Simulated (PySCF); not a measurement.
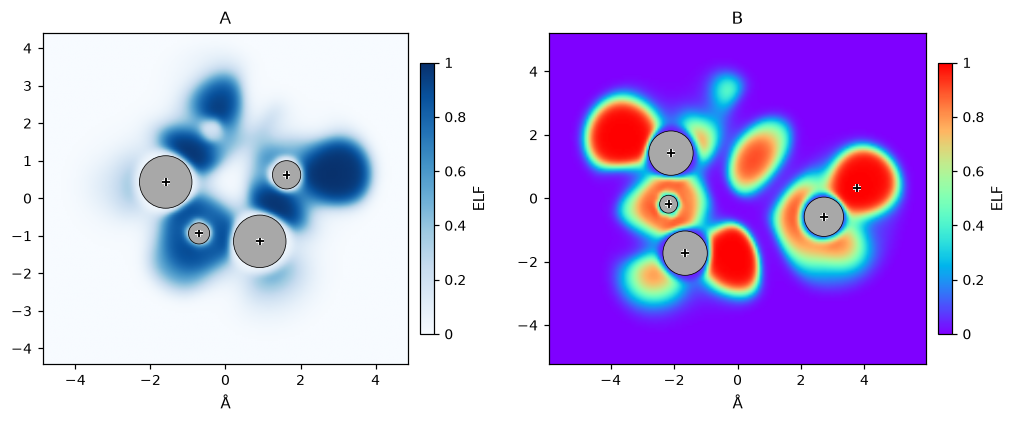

The ELF of 2 systems, each on a plane through atoms (crosses mark nuclei in the plane; grey discs cover the cores).

The calculation used PySCF 2.14.0, B3LYP/def2-SVPD, SCF density, gas phase.

System 1: C2H8O3Si2, the plane of atoms C5, Si6 and O7. Geometry: GFN2-xTB.

```xyz
15

O     2.7192   -0.2838    0.3711
Si    1.2238    0.0722    0.8723
C     0.1062   -1.4331    0.5128
O    -0.6632   -1.2787   -0.6701
C    -1.6229   -0.2274   -0.6183
Si   -0.7344    1.4447   -0.8782
O     0.6311    1.3242    0.0048
H     3.3126    0.4050    0.0796
H     1.1782    0.5278    2.2564
H     0.6957   -2.3344    0.3417
H    -0.5703   -1.6383    1.3555
H    -2.3337   -0.4563   -1.4137
H    -2.1705   -0.2792    0.3334
H    -1.4799    2.5639   -0.3089
H    -0.2962    1.6012   -2.2602
```

System 2: CH11O2PSi3 (SMILES [SiH3]O[SiH2]CO[SiH2]P), the plane of atoms Si1, O2 and Si3. Geometry: GFN2-xTB.

```yaml
atoms:
  - { symbol: Si, position_ang: [2.2327, 1.0485, 0.3314] }
  - { symbol: O, position_ang: [2.0368, -0.5583, 0.1421] }
  - { symbol: Si, position_ang: [1.2748, -1.9740, 0.0252] }
  - { symbol: C, position_ang: [-0.3336, -1.7069, -0.9718] }
  - { symbol: O, position_ang: [-1.0327, -0.6476, -0.3491] }
  - { symbol: Si, position_ang: [-1.6151, 0.6865, -1.0351] }
  - { symbol: P, position_ang: [-2.1964, 1.8570, 0.7690] }
  - { symbol: H, position_ang: [3.4075, 1.1497, 1.1948] }
  - { symbol: H, position_ang: [1.0303, 1.6243, 0.9280] }
  - { symbol: H, position_ang: [2.4890, 1.5734, -1.0110] }
  - { symbol: H, position_ang: [2.1816, -2.8524, -0.7099] }
  - { symbol: H, position_ang: [0.9430, -2.4217, 1.3742] }
  - { symbol: H, position_ang: [-0.9801, -2.5881, -0.9640] }
  - { symbol: H, position_ang: [-0.1407, -1.4595, -2.0184] }
  - { symbol: H, position_ang: [-0.6054, 1.4187, -1.8129] }
  - { symbol: H, position_ang: [-2.7143, 0.3719, -1.9651] }
  - { symbol: H, position_ang: [-3.5277, 1.4842, 0.7594] }
  - { symbol: H, position_ang: [-2.4586, 3.0007, 0.0366] }
```

Match each panel to its system.

Answer. Panel A is system 1, C2H8O3Si2: the plane holds Si, C and O. Si–O (1.63 Å): the ELF peaks at about 0.85 between the atoms: a shared but strongly polarised pair. Panel B is system 2, CH11O2PSi3: the plane holds Si, O, P and H. Si–O (1.63 Å): the ELF peaks at about 0.85 between the atoms, as expected for a shared but strongly polarised pair.
